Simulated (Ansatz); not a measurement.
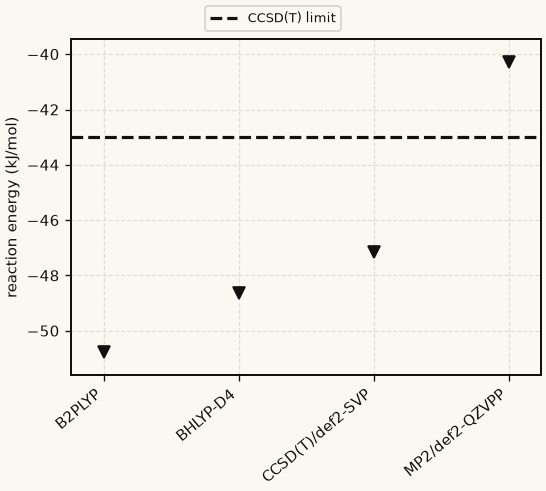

Electronic reaction energy of Si₂H₄OCl₂ (Cl[SiH2]O[SiH2]Cl) + HF (F) → Si₂H₄OClF (F[SiH2]O[SiH2]Cl) + HCl (Cl) (SMILES in brackets) at several levels (functionals in def2-TZVPP unless a basis is named), isolated molecules at PBE0-D4 triple-zeta geometries, minima by their frequencies, no zero-point or thermal terms, the Ansatz code 0.2.0. The line is frozen-core CCSD(T) at the basis limit (MP2 extrapolated from triple and quadruple zeta, plus CCSD(T) less MP2 in a smaller set). B2PLYP holds a correlation term that converges slowly with the basis, so part of the distance to the limit is basis error. No dispersion term is added to B2PLYP. The distance of CCSD(T)/def2-SVP and MP2/def2-QZVPP to the limit includes basis error. The limit lies 4.3 kJ/mol from CCSD(T)/def2-TZVPP, so the line itself is uncertain by a part of that.

Question: What range do the values span, the line included?

Answer: From −50.8 kJ/mol (B2PLYP) to −40.3 kJ/mol (MP2/def2-QZVPP).

Question: Which level comes closest to the line (CCSD(T) limit), and which misses most?

Answer: Closest MP2/def2-QZVPP (−40.3 kJ/mol), against −43.0 kJ/mol; farthest B2PLYP (−50.8 kJ/mol).

Caveats: one conformer of each flexible molecule.
